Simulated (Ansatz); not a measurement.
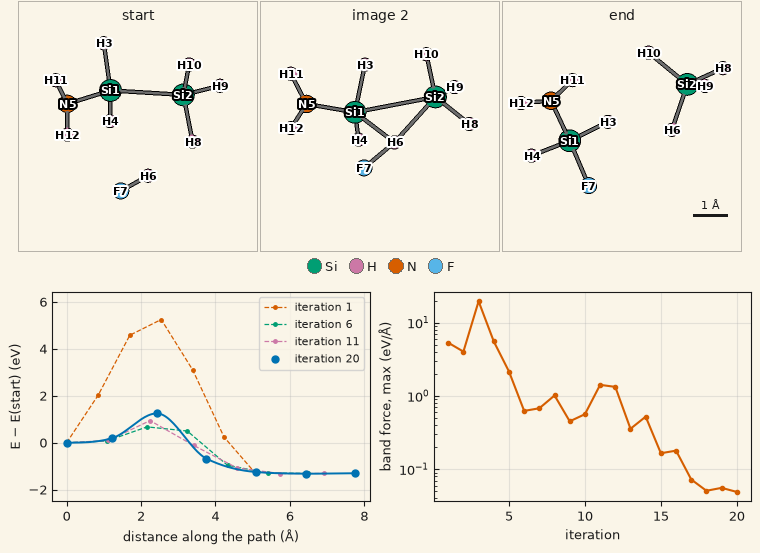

NEB run on Si₂NH₈F. Images are numbered from 0 (start) to 6 (end). The plot follows the band through its iterations. The picture is a ball-and-stick view, seen at a tilt.

Theory: RKS PBE0-D4/def2-SVP in Ansatz 0.2.0. Set-up: 5 movable images; climbing image.

Q: Did the band converge, and can the barrier be trusted?

A: The run is converged, with reservations. The band converged in 20 iterations. The largest component of the band force went from 5.3 to 0.049 eV/Å. The climbing image converged on the top of the path. Its curvatures weren't checked. The largest force component is 0.29 eV/Å at the start and 0.91 eV/Å at the end; an end with forces this large is no minimum, and the barrier measured from it can be far off. The first iteration put the highest image at 5.25 eV. Forward barrier 1.25 eV, backward barrier 2.56 eV, with image 2 at the top; the reaction energy is −1.31 eV. Image 5 lies below both ends, at −1.32 eV, so an end isn't at the bottom of its valley.

The run took 7.6 min on 4 threads of Intel Xeon @ 2.50GHz (shared host).
